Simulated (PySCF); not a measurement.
# C2H9ClSi3: what the fields show

Input file:

```
{"job": {"kind": "nmr", "xc": "PBE0", "basis": "pcSseg-1"}, "charge": 0, "multiplicity": 1}
C      1.590699     1.563680     0.452544
C      2.061242     0.582339    -0.299967
Si     1.262410    -1.112504    -0.510903
Si    -0.853247    -1.104800     0.464652
Si    -2.447539     0.428583    -0.260365
Cl    -1.639470    -2.990570     0.190632
H      2.090447     2.516424     0.547302
H      0.676126     1.460424     1.016752
H      2.985787     0.754036    -0.837652
H      1.213486    -1.381028    -1.958760
H      2.209394    -2.098556     0.036966
H     -0.734922    -1.035596     1.933972
H     -1.904759     1.786867    -0.159739
H     -3.695828     0.418906     0.507610
H     -2.818240     0.219784    -1.661921
```

Run with:

```sh
OMP_NUM_THREADS=1 python probes_run.py task.json out
```

Geometry: GFN2-xTB.

Method: PBE0/pcSseg-1, SCF density, gas phase, non-relativistic (PySCF).

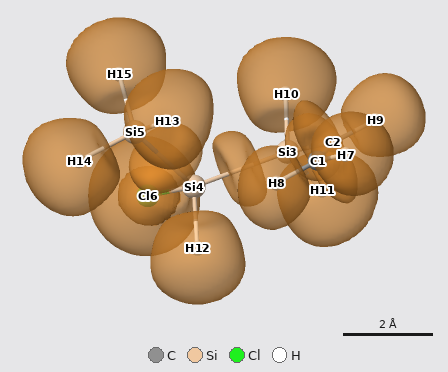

Figure 1. Isosurface of the ELF at 0.75 (orange), seen from one side. Only the valence region is drawn (cores and ρ < 0.01 e/Å³ removed).

Where are the electrons localised?

Answer. The surface consists of one region between bonded C–C atoms (shared pairs), one region between bonded C–Si atoms (shared pairs), two regions between bonded Si–Si atoms (shared pairs), nine regions around hydrogen nuclei and one region on Cl in which the atom's valence shell and bonds are merged. Profiles from the grid: C–C (1.32 Å): the ELF peaks at about 0.90 between the atoms; a multiple bond. C–Si (1.89 Å): the ELF peaks at about 0.95 between the atoms; a covalent bond.

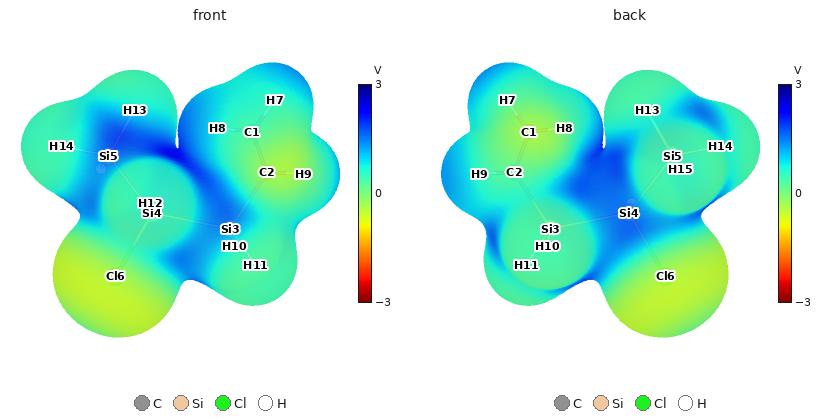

Figure 2. The molecular electrostatic potential painted on the density surface at 0.004 e/bohr³, seen from the front and from behind; the colour scale runs from red (negative) to blue (positive).

Describe the electrostatic potential map.

Answer. The most negative region (about −0.6 V, or −14 kcal/mol for a unit charge) lies over Cl6, the most positive (about +2.2 V, or +51 kcal/mol for a unit charge) over Si4.

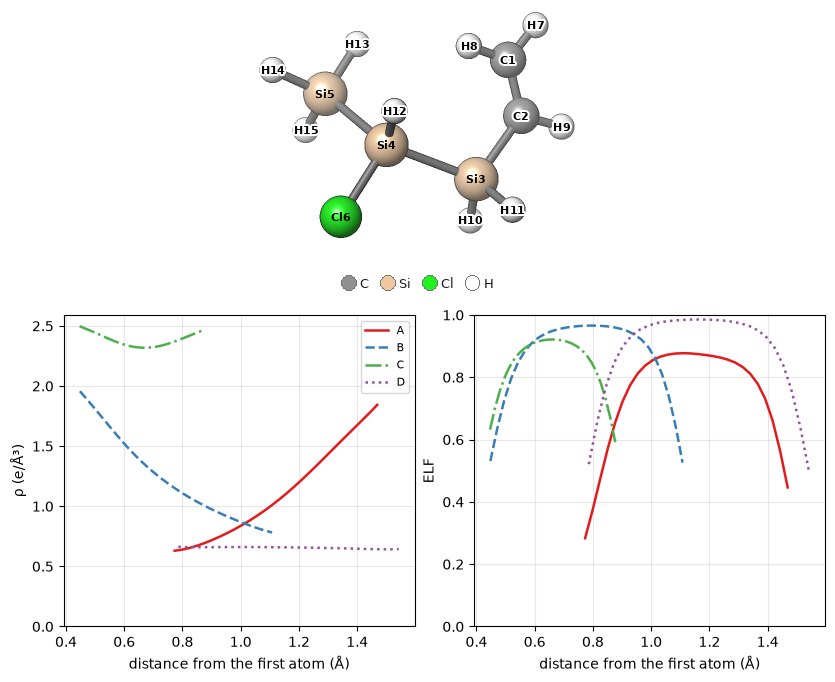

Figure 3. Total electron density and electron localisation function along straight lines between neighbouring atoms. The curves leave out the atomic cores. The structure is drawn too.

Which curve belongs to which contact (C–C, C–Si, Si–Cl and Si–Si)? The first atom named is at distance zero.

Answer. Curve A: Si–Cl (2.06 Å): the density is about 0.88 e/Å³ at the midpoint; the ELF peaks at about 0.90 between the atoms: a polar covalent bond. Curve B: C–Si (1.89 Å): ρ is about 0.93 e/Å³ halfway; the ELF peaks at about 0.95 between the atoms: a shared electron pair. Curve C: C–C (1.32 Å): ρ at the midpoint is about 2.3 e/Å³; the ELF peaks at about 0.90 between the atoms: a multiple bond. Curve D: Si–Si (2.33 Å): ρ at the midpoint is about 0.66 e/Å³; the ELF peaks at about 1 between the atoms (a covalent bond).
